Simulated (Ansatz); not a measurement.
BH₅Si···HCl

Input file:

```
crystal:
  periodic: [false, false, false]
  atoms:
    - { symbol: B, position_ang: [0.0, 0.0, 0.0] }
    - { symbol: Cl, position_ang: [0.0, 0.0, 2.21] }
    - { symbol: H, position_ang: [1.0305, 0.0, -0.595] }
    - { symbol: H, position_ang: [-1.0305, 0.0, -0.595] }
    - { symbol: Si, position_ang: [0.094, -2.1331, 0.7095] }
    - { symbol: H, position_ang: [-0.6959, -2.9783, -0.1812] }
    - { symbol: H, position_ang: [1.4817, -2.5871, 0.7061] }
    - { symbol: H, position_ang: [-0.4425, -2.2202, 2.0645] }
    - { symbol: H, position_ang: [0.0569, -1.2896, 1.8528] }
basis:
  gaussian: { orbitals: def2-SVP }
hamiltonian:
  xc: b3lyp
  dispersion: d4
relax:
  f_tol: 0.15
  max_steps: 25
  restrain:
    - { distance: [0, 4], at: 1.95, k: 30.0 }
    - { distance: [8, 1], at: 1.37, k: 30.0 }
    - { distance: [0, 1], at: 3.06, k: 30.0 }
    - { distance: [8, 4], at: 2.66, k: 30.0 }
output:
  orbitals: {}
```

Run with:

```sh
ansatz run input.yaml --threads 1 --pin off --max-ram 2048MiB --backend cpu --events-out ev --progress --plain --runs-dir out
```

The fields are those of the run's last geometry, not of the input's.

Not at a stationary point (largest force 1.1 eV/Å).

Computed with Ansatz, RKS B3LYP-D4/def2-SVP.

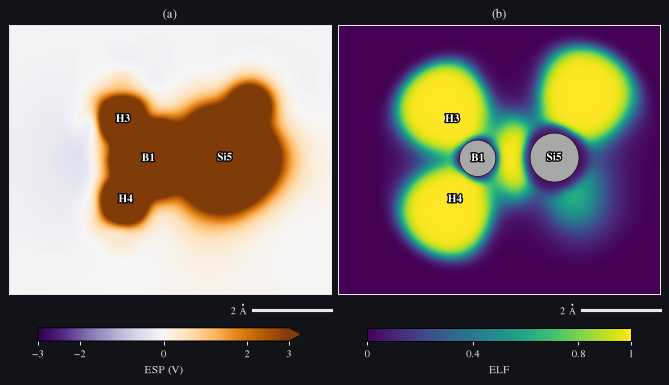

Figure 1. (a) electrostatic potential; (b) ELF on the plane of atoms H4, B1 and Si5. Grey discs cover the atomic cores in the ELF map.

### Describe what can be read from this map.

The section cuts through B, H and Si sites. Si–B (1.97 Å): the ELF peaks at about 1 between the atoms; localised, covalent bonding. B–H (1.20 Å): the ELF climbs to about 1 towards the hydrogen, as it does in any bond to H; a covalent bond by its length. Outside the dense part of the complex the potential is most negative (−0.4 V) near H3.

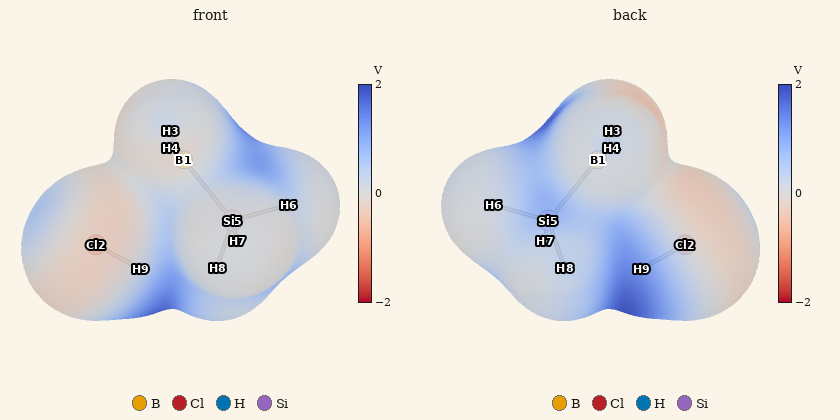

Figure 2. The electrostatic potential painted on the density surface at 0.002 e/bohr³, seen from the front and from behind; the colour scale runs from red (negative) to blue (positive).

### Describe the electrostatic potential map.

The most negative region (about −0.4 V) lies over H4, the most positive (about +1.8 V) over B1 and H9. Cl2 shows a σ-hole: about +0.6 V at the tip opposite its bond, against about −0.2 V on its flanks.

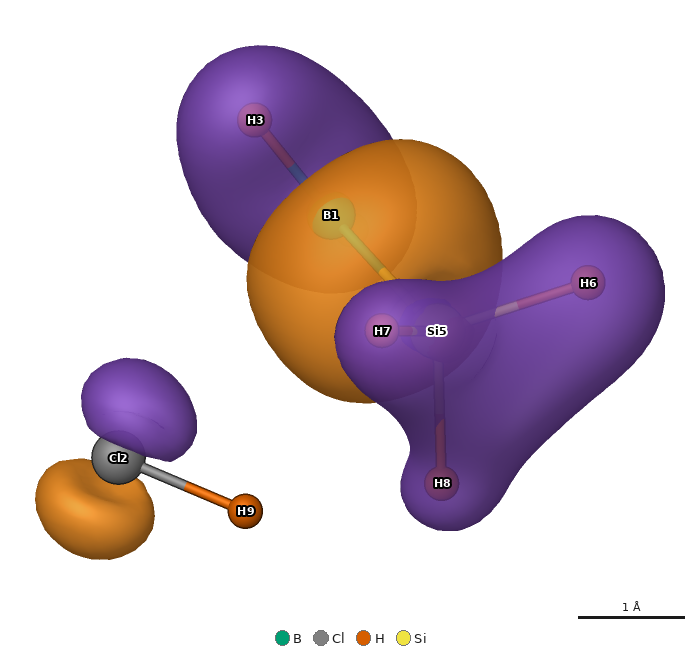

Figure 3. The HOMO at ±0.1 Å⁻³ᐟ² (orange and purple are the two phases), seen at a tilt.

### What is the character of this orbital?

By Hirshfeld shares it lies mainly on B1 (about 35 %), Si5 (about 35 %), H4 (about 5 %), H6 (about 5 %) and H3 (about 5 %). Its energy is −8.32 eV.
